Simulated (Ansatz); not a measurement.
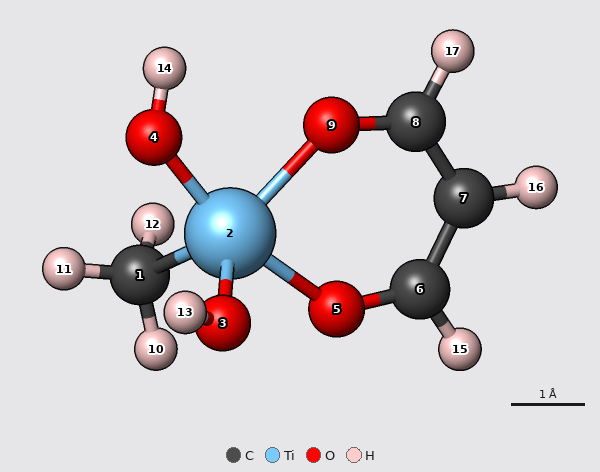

Figure 1. The starting structure (ball-and-stick view, seen at a tilt; atoms are numbered from 1 in the order of the input). Sticks mark near contacts. Bond lengths as drawn: C–C 1.39 Å, C–H 1.08 to 1.10 Å, C–O 1.26 Å, C–Ti 2.07 Å, H–O 0.96 Å and O–Ti 1.80 to 2.05 Å.

**Molecular dynamics, with input and output: C$_{4}$H$_{8}$O$_{4}$Ti (part 1 of 4)**

C$_{4}$H$_{8}$O$_{4}$Ti, computed with RKS BLYP/def2-SVP (Ansatz 0.2.0).

The geometry comes from this level: PBE0-D4/def2-TZVP. Figures and captions count atoms from 1; the log counts them from 0 in places.

**What the program printed**
```
Functional definition: BLYP
  name "BLYP"
  cite "Becke, Phys. Rev. A 38, 3098 (1988) doi:10.1103/PhysRevA.38.3098"
  cite "Lee, Yang & Parr, Phys. Rev. B 37, 785 (1988) doi:10.1103/PhysRevB.37.785"
  parameter beta = 0.0042
  parameter a = 0.04918
  parameter b = 0.132
  parameter c = 0.2533
  parameter d = 0.349
  exchange = b88_x(beta = beta)
  correlation = lyp_c(a = a, b = b, c = c, d = d)
2048 factors; their error is unknown
mean field evaluation 1: about -35540.0666 eV, gradient 1.2e2 eV
mean field evaluation 2: about -35001.1854 eV, gradient 4.5e2 eV
mean field evaluation 4: about -35486.9859 eV, gradient 2.3e2 eV
mean field evaluation 8: about -35571.5344 eV, gradient 2.6e-1 eV
mean field -35571.53454816 eV, -1307.2297833926 hartree, gradient 2.0e-5 eV, S^2 0.000000; 0 other end points of the search recorded, 0 dependent functions left out
the calculation of the forces begins
reference -35571.53506000 eV, -1307.2298022024 hartree; 43, 43 occupied and 140, 140 virtual orbitals, 2048 factors
md step     0: t =     0.00 fs  T =   658.8 K  F+E_penalty+E_count = -35571.53454816 eV  E_kin = 1.447712 eV  (53 SCF iters)
these checks for a lower state are left out or cut short: starts, cluster_reference, orbital_swaps, neighbouring_geometries, increment
2048 factors; their error is unknown
mean field evaluation 16: about -35571.3536 eV, gradient 6.4e-4 eV
mean field -35571.35358958 eV, -1307.2231332874 hartree, gradient 1.4e-5 eV, S^2 0.000000; 0 other end points of the search recorded, 0 dependent functions left out
the calculation of the forces begins
reference -35571.35410339 eV, -1307.2231521697 hartree; 43, 43 occupied and 140, 140 virtual orbitals, 2048 factors
md step     1: t =     2.00 fs  T =   622.0 K  F+E_penalty+E_count = -35571.35358958 eV  E_kin = 1.366874 eV  (37 SCF iters)
[... from here on the SCF iterations and repeated set-up lines of each step are left out, up to the last step ...]
md step     2: t =     4.00 fs  T =   562.9 K  F+E_penalty+E_count = -35571.24236558 eV  E_kin = 1.236915 eV  (36 SCF iters)
md step     3: t =     6.00 fs  T =   478.0 K  F+E_penalty+E_count = -35571.05118481 eV  E_kin = 1.050260 eV  (37 SCF iters)
md step     4: t =     8.00 fs  T =   508.5 K  F+E_penalty+E_count = -35571.05885785 eV  E_kin = 1.117441 eV  (38 SCF iters)
md step     5: t =    10.00 fs  T =   462.5 K  F+E_penalty+E_count = -35571.04690674 eV  E_kin = 1.016303 eV  (38 SCF iters)
md step     6: t =    12.00 fs  T =   493.4 K  F+E_penalty+E_count = -35571.04759176 eV  E_kin = 1.084191 eV  (37 SCF iters)
md step     7: t =    14.00 fs  T =   464.6 K  F+E_penalty+E_count = -35570.92533435 eV  E_kin = 1.021020 eV  (38 SCF iters)
md step     8: t =    16.00 fs  T =   465.3 K  F+E_penalty+E_count = -35570.92352699 eV  E_kin = 1.022467 eV  (37 SCF iters)
md step     9: t =    18.00 fs  T =   460.0 K  F+E_penalty+E_count = -35570.82321895 eV  E_kin = 1.010752 eV  (38 SCF iters)
md step    10: t =    20.00 fs  T =   485.3 K  F+E_penalty+E_count = -35570.79664549 eV  E_kin = 1.066340 eV  (37 SCF iters)
md step    11: t =    22.00 fs  T =   497.1 K  F+E_penalty+E_count = -35570.70576690 eV  E_kin = 1.092325 eV  (37 SCF iters)
md step    12: t =    24.00 fs  T =   472.5 K  F+E_penalty+E_count = -35570.65435854 eV  E_kin = 1.038306 eV  (37 SCF iters)
md step    13: t =    26.00 fs  T =   496.5 K  F+E_penalty+E_count = -35570.66854367 eV  E_kin = 1.090936 eV  (37 SCF iters)
md step    14: t =    28.00 fs  T =   499.1 K  F+E_penalty+E_count = -35570.75261672 eV  E_kin = 1.096671 eV  (37 SCF iters)
md step    15: t =    30.00 fs  T =   527.7 K  F+E_penalty+E_count = -35570.73873207 eV  E_kin = 1.159668 eV  (37 SCF iters)
md step    16: t =    32.00 fs  T =   583.1 K  F+E_penalty+E_count = -35570.81890385 eV  E_kin = 1.281326 eV  (36 SCF iters)
md step    17: t =    34.00 fs  T =   447.7 K  F+E_penalty+E_count = -35570.50860748 eV  E_kin = 0.983725 eV  (37 SCF iters)
md step    18: t =    36.00 fs  T =   437.7 K  F+E_penalty+E_count = -35570.51646431 eV  E_kin = 0.961718 eV  (37 SCF iters)
md step    19: t =    38.00 fs  T =   390.9 K  F+E_penalty+E_count = -35570.29850659 eV  E_kin = 0.858997 eV  (35 SCF iters)
md step    20: t =    40.00 fs  T =   428.4 K  F+E_penalty+E_count = -35570.45860729 eV  E_kin = 0.941349 eV  (37 SCF iters)
md step    21: t =    42.00 fs  T =   464.4 K  F+E_penalty+E_count = -35570.48521808 eV  E_kin = 1.020400 eV  (37 SCF iters)
md step    22: t =    44.00 fs  T =   540.4 K  F+E_penalty+E_count = -35570.56011467 eV  E_kin = 1.187505 eV  (36 SCF iters)
md step    23: t =    46.00 fs  T =   544.3 K  F+E_penalty+E_count = -35570.49798946 eV  E_kin = 1.195988 eV  (37 SCF iters)
md step    24: t =    48.00 fs  T =   582.5 K  F+E_penalty+E_count = -35570.64109207 eV  E_kin = 1.280030 eV  (37 SCF iters)
md step    25: t =    50.00 fs  T =   535.3 K  F+E_penalty+E_count = -35570.45152030 eV  E_kin = 1.176296 eV  (37 SCF iters)
md step    26: t =    52.00 fs  T =   658.2 K  F+E_penalty+E_count = -35570.76060343 eV  E_kin = 1.446258 eV  (37 SCF iters)
md step    27: t =    54.00 fs  T =   528.7 K  F+E_penalty+E_count = -35570.45976784 eV  E_kin = 1.161668 eV  (38 SCF iters)
md step    28: t =    56.00 fs  T =   513.8 K  F+E_penalty+E_count = -35570.53398425 eV  E_kin = 1.129103 eV  (25 SCF iters)
md step    29: t =    58.00 fs  T =   500.6 K  F+E_penalty+E_count = -35570.38357574 eV  E_kin = 1.100075 eV  (38 SCF iters)
md step    30: t =    60.00 fs  T =   508.5 K  F+E_penalty+E_count = -35570.46955303 eV  E_kin = 1.117478 eV  (37 SCF iters)
md step    31: t =    62.00 fs  T =   563.6 K  F+E_penalty+E_count = -35570.56241171 eV  E_kin = 1.238520 eV  (37 SCF iters)
md step    32: t =    64.00 fs  T =   516.2 K  F+E_penalty+E_count = -35570.62848727 eV  E_kin = 1.134417 eV  (37 SCF iters)
md step    33: t =    66.00 fs  T =   562.9 K  F+E_penalty+E_count = -35570.47281154 eV  E_kin = 1.236878 eV  (37 SCF iters)
md step    34: t =    68.00 fs  T =   577.9 K  F+E_penalty+E_count = -35570.46013563 eV  E_kin = 1.269898 eV  (36 SCF iters)
md step    35: t =    70.00 fs  T =   578.3 K  F+E_penalty+E_count = -35570.39090312 eV  E_kin = 1.270708 eV  (36 SCF iters)
md step    36: t =    72.00 fs  T =   514.2 K  F+E_penalty+E_count = -35570.38072955 eV  E_kin = 1.129889 eV  (37 SCF iters)
md step    37: t =    74.00 fs  T =   496.1 K  F+E_penalty+E_count = -35570.26905976 eV  E_kin = 1.090064 eV  (37 SCF iters)
md step    38: t =    76.00 fs  T =   517.9 K  F+E_penalty+E_count = -35570.22552651 eV  E_kin = 1.138118 eV  (36 SCF iters)
md step    39: t =    78.00 fs  T =   647.2 K  F+E_penalty+E_count = -35570.58852382 eV  E_kin = 1.422224 eV  (37 SCF iters)
md step    40: t =    80.00 fs  T =   632.8 K  F+E_penalty+E_count = -35570.33336453 eV  E_kin = 1.390472 eV  (37 SCF iters)
md step    41: t =    82.00 fs  T =   693.0 K  F+E_penalty+E_count = -35570.48675587 eV  E_kin = 1.522782 eV  (37 SCF iters)
md step    42: t =    84.00 fs  T =   687.5 K  F+E_penalty+E_count = -35570.31717161 eV  E_kin = 1.510764 eV  (26 SCF iters)
md step    43: t =    86.00 fs  T =   854.6 K  F+E_penalty+E_count = -35570.63319511 eV  E_kin = 1.877809 eV  (37 SCF iters)
md step    44: t =    88.00 fs  T =   773.3 K  F+E_penalty+E_count = -35570.24604567 eV  E_kin = 1.699191 eV  (43 SCF iters)
md step    45: t =    90.00 fs  T =   768.6 K  F+E_penalty+E_count = -35570.39007588 eV  E_kin = 1.688864 eV  (44 SCF iters)
md step    46: t =    92.00 fs  T =   652.2 K  F+E_penalty+E_count = -35570.05554720 eV  E_kin = 1.433225 eV  (37 SCF iters)
md step    47: t =    94.00 fs  T =   877.0 K  F+E_penalty+E_count = -35570.53111983 eV  E_kin = 1.927080 eV  (36 SCF iters)
md step    48: t =    96.00 fs  T =   736.8 K  F+E_penalty+E_count = -35569.74497994 eV  E_kin = 1.619025 eV  (44 SCF iters)
md step    49: t =    98.00 fs  T =   943.5 K  F+E_penalty+E_count = -35570.07249387 eV  E_kin = 2.073340 eV  (44 SCF iters)
these checks for a lower state are left out or cut short: starts, cluster_reference, orbital_swaps, neighbouring_geometries, increment
2048 factors; their error is unknown
mean field -35569.47407944 eV, -1307.1540625638 hartree, gradient 1.2e-5 eV, S^2 0.000000; 0 other end points of the search recorded, 0 dependent functions left out
the calculation of the forces begins
reference -35569.47459225 eV, -1307.1540814094 hartree; 43, 43 occupied and 140, 140 virtual orbitals, 2048 factors
2048 factors; their error is unknown
mean field evaluation 384: about -34969.6656 eV, gradient 4.5e2 eV
mean field -35569.47407944 eV, -1307.1540625638 hartree, gradient 1.3e-5 eV, S^2 0.000000; 1 other end points of the search recorded, 0 dependent functions left out
the calculation of the forces begins
reference -35569.47459225 eV, -1307.1540814094 hartree; 43, 43 occupied and 140, 140 virtual orbitals, 2048 factors
md step    50: t =   100.00 fs  T =   699.8 K  F+E_penalty+E_count = -35569.47407944 eV  E_kin = 1.537793 eV  (26 SCF iters)
```

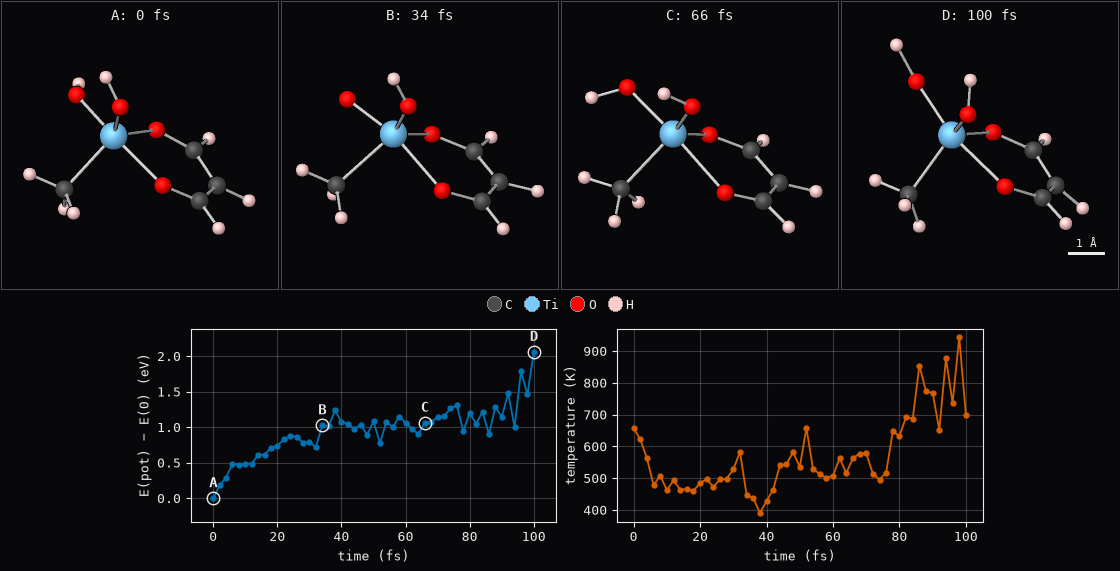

Figure 2. Frames of the molecular dynamics (ball-and-stick, seen at a tilt) above the curves, on which the letters mark them. The trajectory kept here has 51 frames over 100 fs. The temperature starts at 659 K, ranges from 391 to 944 K and averages 636 K over the second half. The potential energy ends 2.060 eV above its first value. After an unweighted best fit of the last frame on the first, the root-mean-square displacement is 0.66 Å, and H14 has moved furthest (1.87 Å).

```
Total energy: -35569.47459225 eV, -1307.1540814094 hartree
Atom 0 at     0.458364     0.126389    -2.073824 Å, force    -1.471187    -0.612470    -0.892493 eV/Å
Atom 1 at     0.589502    -0.385109    -0.040464 Å, force     0.713660    -0.628584     1.215387 eV/Å
Atom 2 at     1.941752     0.290851     1.019299 Å, force     0.566552    -0.377940     0.746495 eV/Å
Atom 3 at     1.255504    -2.101526     0.099741 Å, force     3.268154    -2.963199     0.749726 eV/Å
Atom 4 at     0.093534     1.778617     0.331252 Å, force    -2.703825    -0.016656     0.940345 eV/Å
Atom 5 at    -1.075863     2.143119     0.787666 Å, force     2.312737    -0.361861    -1.838101 eV/Å
Atom 6 at    -2.257295     1.367037     1.009178 Å, force     1.726853     1.136209     0.040683 eV/Å
Atom 7 at    -2.211866     0.010113     1.027488 Å, force    -0.774755    -1.709833    -1.203585 eV/Å
Atom 8 at    -1.215313    -0.699270     0.565622 Å, force     0.029320    -0.071048     0.837680 eV/Å
Atom 9 at     1.284439     0.837282    -2.132632 Å, force     0.502382     0.364497    -0.521062 eV/Å
Atom 10 at     0.637818    -0.841788    -2.627693 Å, force     0.321308     0.558443     0.190807 eV/Å
Atom 11 at    -0.514381     0.560749    -2.561897 Å, force     1.311743    -0.354578     1.066095 eV/Å
Atom 12 at     2.361961    -0.276821     1.731477 Å, force    -0.459505     0.469044    -1.046121 eV/Å
Atom 13 at     2.172886    -2.894421     0.418155 Å, force    -4.080819     3.746476    -1.384730 eV/Å
Atom 14 at    -1.194841     3.229353     0.922554 Å, force     0.022906     0.474723     0.177123 eV/Å
Atom 15 at    -3.100961     2.006179     1.103015 Å, force    -1.454770     0.169408     0.765732 eV/Å
Atom 16 at    -3.122159    -0.595841     1.264325 Å, force     0.169245     0.177368     0.156018 eV/Å
Dipole moment:    -0.258200    -0.184731     0.422253 e Å
```

**Trajectory as extended XYZ (Å, eV, eV/Å), 47 of the 51 frames kept, from step=0 to step=50**
```
17
Properties=species:S:1:pos:R:3:forces:R:3 step=0 time_fs=0.0 energy=-35571.53455 temperature=658.8
C     1.0623   -0.3273   -2.0361    0.0295   0.0129   0.0187
Ti    0.8705   -0.5563    0.0163    0.1875  -0.1064   0.1107
O     2.4176   -0.0816    0.8069   -0.2108   0.6419  -0.1104
O     0.9729   -2.3568    0.0441    0.5858   0.2711  -0.1858
O     0.1833    1.3616    0.0290    1.0297  -0.3492  -0.4393
C    -0.8617    1.9314    0.4292   -0.3708   0.5791   0.0728
C    -1.9396    1.2862    1.0270   -0.3247   0.2650   0.0986
C    -1.8970   -0.0827    1.2345   -0.5381  -0.0138   0.2468
O    -0.9496   -0.8547    0.9105    0.7135  -0.8858  -0.1743
H     1.4007    0.6792   -2.2857    0.1683   0.5031  -0.1350
H     1.7588   -1.0747   -2.4212    0.3570  -0.3748  -0.1939
H     0.0733   -0.5008   -2.4765   -0.4872  -0.0896  -0.2063
H     3.0473   -0.7306    1.1295    0.5259  -0.5622   0.2818
H     0.3043   -3.0045    0.2687   -0.6160  -0.5926   0.2056
H    -0.9068    3.0190    0.2928   -0.0463   0.6458  -0.0667
H    -2.8023    1.8533    1.3455   -0.4853   0.3212   0.1791
H    -2.7532   -0.5611    1.7255   -0.5182  -0.2657   0.2976
17
Properties=species:S:1:pos:R:3:forces:R:3 step=1 time_fs=2.0 energy=-35571.35359 temperature=622.0
C     1.0593   -0.3397   -2.0350    1.5722   0.6760  -0.7007
Ti    0.8672   -0.5531    0.0160    0.4905  -0.2292   0.1131
O     2.4155   -0.0702    0.8318    0.1641  -0.2100   0.1158
O     0.9860   -2.3659    0.0147   -1.0487  -1.0935   0.4837
O     0.1847    1.3769    0.0226    1.5987  -0.6858  -0.4523
C    -0.8450    1.9347    0.4562   -1.2020   0.4417  -0.0556
C    -1.9343    1.2986    1.0393   -0.1510  -0.9853   0.1863
C    -1.9068   -0.1099    1.2363    0.2534   2.9092  -0.4085
O    -0.9642   -0.8608    0.8983    1.0906  -1.3848  -0.2888
H     1.3984    0.6915   -2.3807   -0.3995  -0.7679   0.3524
H     1.7456   -1.1041   -2.4866   -0.1649   0.2138   0.2982
H     0.0654   -0.5587   -2.4009   -1.0466  -0.0669  -0.4320
H     3.0233   -0.7843    1.1235   -0.1158   0.1725  -0.0539
H     0.3153   -3.0794    0.2689    1.0143   1.1576  -0.4069
H    -0.9539    3.0066    0.3029    0.2238   1.0284  -0.0917
H    -2.7914    1.9099    1.2953   -0.4764   0.0672   0.3402
H    -2.7308   -0.5183    1.7470   -1.8028  -1.2428   1.0010
17
Properties=species:S:1:pos:R:3:forces:R:3 step=2 time_fs=4.0 energy=-35571.24237 temperature=562.9
C     1.0592   -0.3516   -2.0349    0.8650   0.2873  -1.6610
Ti    0.8646   -0.5499    0.0155    0.7691  -0.3897   0.0725
O     2.4133   -0.0590    0.8573    0.0843  -0.6655   0.0847
O     0.9962   -2.3776   -0.0142   -0.7190  -0.3829   0.4764
O     0.1865    1.3920    0.0141    1.7974  -0.8388  -0.3570
C    -0.8313    1.9380    0.4821   -1.7758   1.2153  -0.4067
C    -1.9300    1.3039    1.0530   -1.1930  -0.6367   0.4974
C    -1.9152   -0.1291    1.2378   -1.1813   3.2883   0.4766
O    -0.9774   -0.8708    0.8850    1.0878  -1.4678  -0.2645
H     1.3880    0.6723   -2.4659   -0.6704  -1.0876   0.6617
H     1.7342   -1.1309   -2.5333   -0.5205   0.5451   0.6633
H     0.0106   -0.6243   -2.3420    0.2170   0.3207  -0.0777
H     2.9898   -0.8194    1.1282   -0.2934   0.5024  -0.1456
H     0.3537   -3.0937    0.2560    0.6590   0.8286  -0.3176
H    -0.9930    3.0276    0.3094    0.5160   0.2633   0.0695
H    -2.8190    1.9801    1.2653    0.7505  -1.0494   0.1623
H    -2.7752   -0.5178    1.8012   -0.3927  -0.7327   0.0658
17
Properties=species:S:1:pos:R:3:forces:R:3 step=3 time_fs=6.0 energy=-35571.05118 temperature=478.0
C     1.0617   -0.3635   -2.0410   -0.7258  -0.5571  -1.4036
Ti    0.8624   -0.5463    0.0148    0.9612  -0.5713  -0.0011
O     2.4119   -0.0480    0.8840   -0.6403  -0.2747  -0.2749
O     1.0035   -2.3906   -0.0424    1.4736   2.5178  -0.3777
O     0.1892    1.4059    0.0069    1.5530  -0.7879  -0.1202
C    -0.8233    1.9454    0.5044   -1.8620   1.8136  -0.8931
C    -1.9273    1.3060    1.0684   -1.4373  -0.5883   0.5140
C    -1.9271   -0.1385    1.2406   -1.7778   2.5974   1.1196
O    -0.9860   -0.8850    0.8716    0.4695  -0.9474  -0.0093
H     1.3494    0.6083   -2.5220   -0.4624  -0.1438   0.4305
H     1.7036   -1.1376   -2.5509   -0.2409   0.1509   0.5558
H    -0.0416   -0.6772   -2.2994    1.2798   0.6385   0.1417
H     2.9410   -0.8313    1.1306    0.1933  -0.0343   0.0789
H     0.4139   -3.0646    0.2176   -1.5503  -1.6966   0.6285
H    -1.0116    3.0636    0.3068    0.6928  -0.6544   0.3139
H    -2.8316    2.0007    1.2502    1.0850  -1.3504   0.2098
H    -2.8314   -0.5402    1.8535    0.9889  -0.1120  -0.9128
17
Properties=species:S:1:pos:R:3:forces:R:3 step=4 time_fs=8.0 energy=-35571.05886 temperature=508.5
C     1.0614   -0.3779   -2.0520   -1.8902  -1.0230  -0.1447
Ti    0.8615   -0.5415    0.0150    0.9863  -0.7614  -0.0756
O     2.4073   -0.0357    0.9117   -0.6160  -0.7221  -0.3014
O     1.0143   -2.3989   -0.0735    0.2122   1.2932   0.2719
O     0.1931    1.4182    0.0031    0.9546  -0.5537   0.2204
C    -0.8238    1.9571    0.5214   -1.3116   1.3726  -1.2795
C    -1.9256    1.3048    1.0865   -0.3169  -1.4030   0.2271
C    -1.9430   -0.1392    1.2487   -0.8921   1.6172   0.8436
O    -0.9920   -0.8998    0.8568   -0.4225  -0.1396   0.3884
H     1.2992    0.5398   -2.5597   -0.0914   1.2593  -0.1772
H     1.6553   -1.1367   -2.5543    0.5479  -0.7773   0.0624
H    -0.0480   -0.7113   -2.2648    1.2484   0.6660   0.1212
H     2.9077   -0.8557    1.1362    0.0328   0.3117   0.0091
H     0.4125   -3.1084    0.1955   -0.2655  -0.1731   0.0572
H    -1.0057    3.0775    0.3099    0.6082  -0.7894   0.4254
H    -2.7988    1.9538    1.2479   -0.1051  -0.3643   0.5223
H    -2.8546   -0.5680    1.8701    1.3210   0.1869  -1.1706
```
